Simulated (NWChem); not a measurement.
Single-point calculation of SiF4 (charge +1)

The run: single-point calculation of SiF4, charge +1, multiplicity 2. Method and program: MP2/6-311+G**, UHF (NWChem 7.3.0).

The run did not end well. The geometry is that of the parent species in another charge or spin state. The geometry comes from this level: PBE0-D4/def2-TZVP.

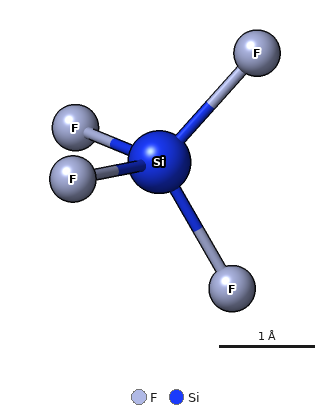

Figure 1. The structure as given in the input (ball-and-stick view, seen at a tilt). Bond lengths as drawn: F–Si 1.56 Å.

## The input
```python
from ase.io import read
from ase.calculators.nwchem import NWChem

system = read('f4si.xyz')

calc = NWChem(
    label='f4si',
    theory='mp2',
    memory='2200 mb',
    basis='6-311+G**',
    basispar='spherical bse',
    charge=1,
    scf={'nopen': '1', 'uhf': None, 'thresh': '1e-08', 'maxiter': '80'},
    mp2={'freeze': 'core 9', 'tight': None},
    task='energy',
)
system.calc = calc

print(f"energy = {system.get_potential_energy():.6f} eV")
```

## File f4si.xyz
```
5
F4Si energy
F      0.143200    -0.791930     1.338460
Si     0.000000     0.000000     0.000000
F     -1.047100     1.144420     0.181750
F     -0.477230    -0.967810    -1.129040
F      1.381130     0.615320    -0.391170
```

## File f4si.nwi
```
title "f4si"

permanent_dir f4si

scratch_dir f4si

start f4si

geometry units angstrom nocenter noautosym noautoz
  F  1.4319999999999999e-01 -7.9193000000000002e-01 1.3384600000000000e+00
  Si 0.0000000000000000e+00 0.0000000000000000e+00 0.0000000000000000e+00
  F  -1.0470999999999999e+00 1.1444200000000000e+00 1.8174999999999999e-01
  F  -4.7722999999999999e-01 -9.6780999999999995e-01 -1.1290400000000000e+00
  F  1.3811300000000000e+00 6.1531999999999998e-01 -3.9117000000000002e-01
end

charge 1

memory 2200 mb

basis spherical bse noprint
   * library 6-311+G**
end

scf
  nopen 1
  uhf
  thresh 1e-08
  maxiter 80
end
mp2
  freeze core 9
  tight
end

task mp2 energy
```

Run as:
```bash
export ASE_NWCHEM_COMMAND="nwchem PREFIX.nwi > PREFIX.nwo"
python run.py
```

## Output
```
0:mp2 energy failed:Received an Error in Communication
--------------------------------------------------------------------------
MPI_ABORT was invoked on rank 0 in communicator MPI COMM 3 DUP FROM 0
  Proc: [[27012,0],0]
  Errorcode: -1

NOTE: invoking MPI_ABORT causes Open MPI to kill all MPI processes.
You may or may not see output from other processes, depending on
exactly when Open MPI kills them.
--------------------------------------------------------------------------
ase.calculators.calculator.CalculationFailed: Calculator "nwchem" failed with command "nwchem f4si.nwi > f4si.nwo" failed in . with error code 255
```

## Outcome

| quantity | value |
| --- | --- |
| outcome | not converged |
| basis functions | 118 |
| hardware | 1 thread of Intel Xeon (Granite Rapids), 12 GiB of memory available, shared host |
| wall time | 3.9 min |
| peak memory | 0.1 GiB |

The run did not converge. Its last values are not results. Notes on the run: mp2 energy failed.
